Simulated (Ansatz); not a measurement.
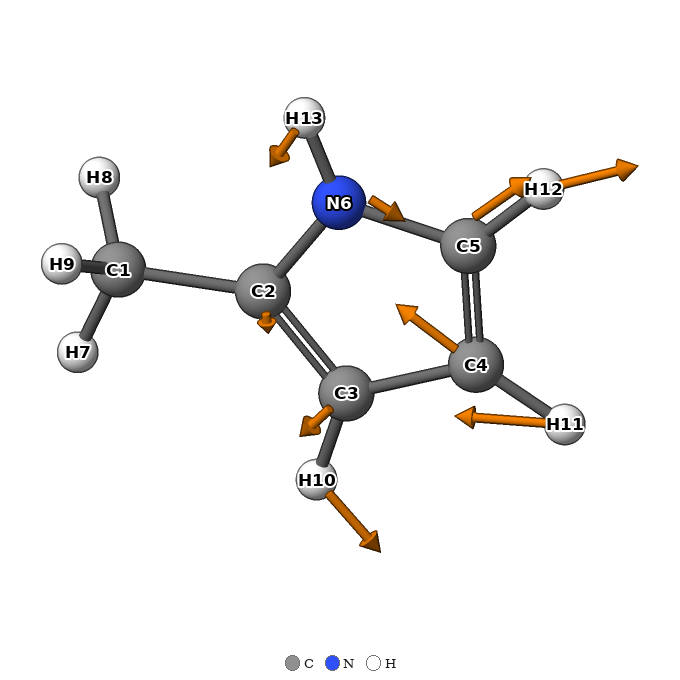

The arrows show one normal mode. Harmonic vibrations computed with RKS PBE0-D4/def2-TZVP (Ansatz 0.2.0) at a stationary point of the same level.

Question: What kind of motion is it?

Answer: Mostly angle bending.

Question: Estimate its harmonic wavenumber.

Answer: 900 cm⁻¹; it is mode 11 of 33 counted from the lowest.
